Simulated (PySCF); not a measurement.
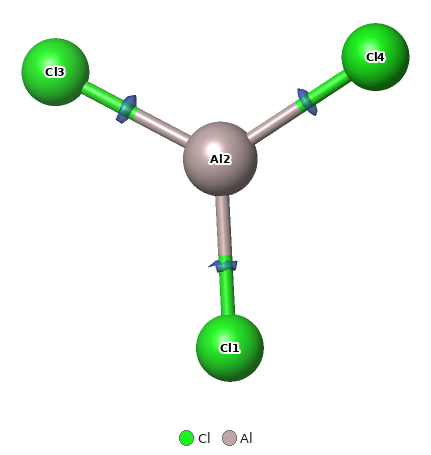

*AlCl₃, SMILES `Cl[Al](Cl)Cl`. Deformation density (molecule less spherical, spin-averaged free atoms at the same positions), surfaces at ±0.15 e/Å³; blue: gain, red: loss.*

Computed with PySCF, r2SCAN/aug-cc-pVDZ, geometry: GFN2-xTB. No frequency check shows the geometry to be a minimum. GFN2-xTB bond lengths at metals and heavier atoms can be off by up to 0.1 Å and shapes distorted, which carries into these values.

> How much density has each bond gained at its critical point, relative to the free atoms?

Al2–Cl4, Cl1–Al2 and Al2–Cl3: +0.03 e/Å³ at the bond critical point (bond length 2.03 Å). In all, 0.9 electrons gather in the regions of gain relative to the promolecule. A small or negative value marks a very polar bond, one between electron-rich atoms, whose free-atom densities already overlap strongly, a long bond to a heavier atom, or a closed-shell contact such as a hydrogen bond.

> Where do the Hirshfeld charges lie?

The highest Hirshfeld charge is on Al2 (+0.49 e), the lowest on Cl1, Cl3 and Cl4 (−0.16 e).

| atom | charge (e) |
| --- | --- |
| Cl1 | −0.16 |
| Al2 | +0.49 |
| Cl3 | −0.16 |
| Cl4 | −0.16 |
